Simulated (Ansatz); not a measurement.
ZnO (space group P6_3mc, No. 186). Coordinates: the input geometry of an electronic-structure calculation (not necessarily at equilibrium).

```xyz
4
Lattice="3.2494 0.0000 0.0000 -1.6247 2.8141 0.0000 0.0000 0.0000 5.2038" Properties=species:S:1:pos:R:3 pbc="T T T"
Zn    0.0000    1.8760    0.0000
Zn    1.6247    0.9380    2.6019
O     0.0000    1.8760    1.9931
O     1.6247    0.9380    4.5950
```

Describe the stacking along c, naming the columns A, B, C as they first turn up.

Zn(A) – O(A) – Zn(B) – O(B) (four layers in 5.20 Å).

O layers alone: AB, the hexagonal close-packed type.

Zn: two tetrahedral sites in each hexagonal cell.

Polytype symbol 2H, the symbol of a tetrahedral polytype (number of double layers in the repeat and lattice).

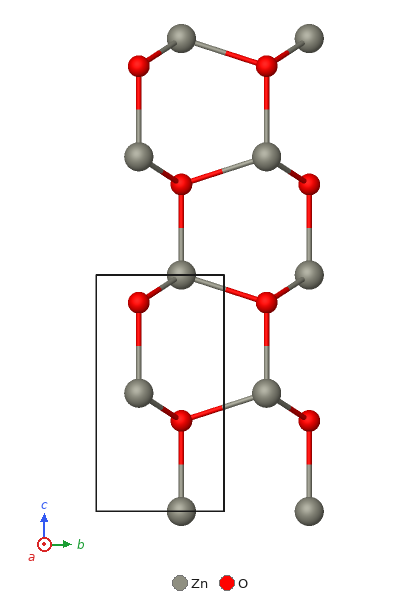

Projection along an edge of the hexagonal mesh, stacking direction c upwards. Every atom sits on one of the three columns of the mesh; call them A, B, C in the order in which they first turn up. The sequence starts with the first layer at or above the cell's origin.
